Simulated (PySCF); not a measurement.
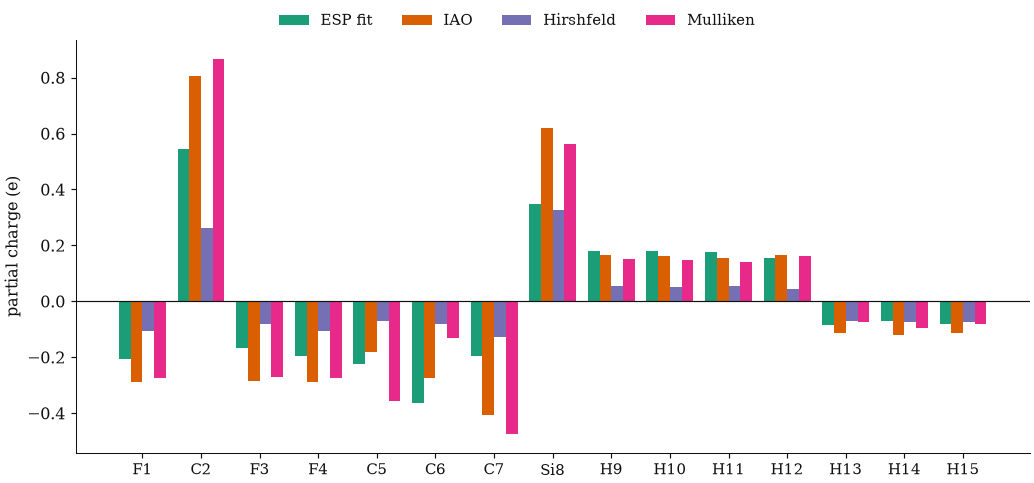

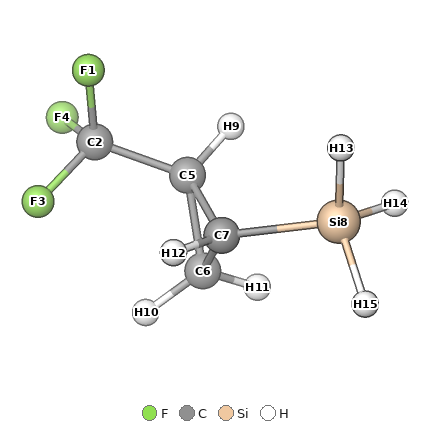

Atomic charges of C₄H₇F₃Si, SMILES FC(F)(F)[C@@H]1C[C@H]1[SiH3] by 4 schemes, PBE0/pcSseg-1 with PySCF, at a GFN2-xTB geometry (no frequency check).

On which atom do the schemes disagree most?

On C2: ESP fit 0.55, IAO 0.81, Hirshfeld 0.26, Mulliken 0.87 e.

Which scheme gives the smallest charges overall?

Hirshfeld: mean absolute charge Hirshfeld 0.11, ESP fit 0.21, Mulliken 0.27, IAO 0.28 e.

Caveats: the tight-binding geometry is rougher than a DFT one and adds to the error.
